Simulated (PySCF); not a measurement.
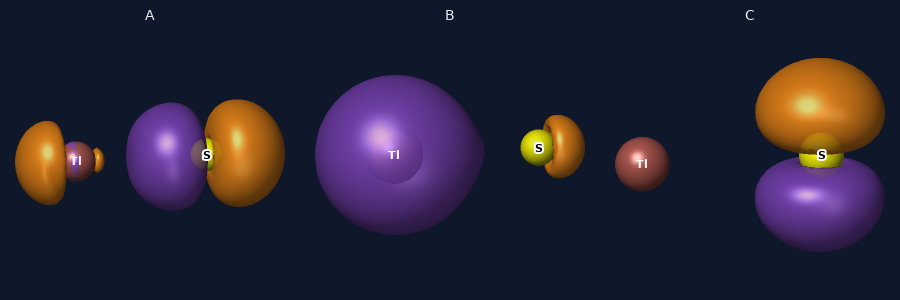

*TlS (charge +1, triplet). Three frontier β-spin orbitals, each drawn at the value that holds 80 % of its norm (orange and purple are the two phases), in no order; of a degenerate pair one member is drawn.*

Core potentials replace the inner electrons of Tl.

The calculation used PBE0/cc-pVDZ(-PP), non-relativistic Hamiltonian with scalar-relativistic core potentials where named, at a bond length of 3.224 Å (PySCF).

### Label each orbital by symmetry, say whether it is occupied, and order them by energy.

Orbital B: σ, occupied in this spin, −16.50 eV; mainly on Tl (95 %).
Orbital A: σ, occupied in this spin, −12.45 eV; mainly on S (85 %).
Orbital C: π, empty in this spin, −9.29 eV; mainly on S (95 %).
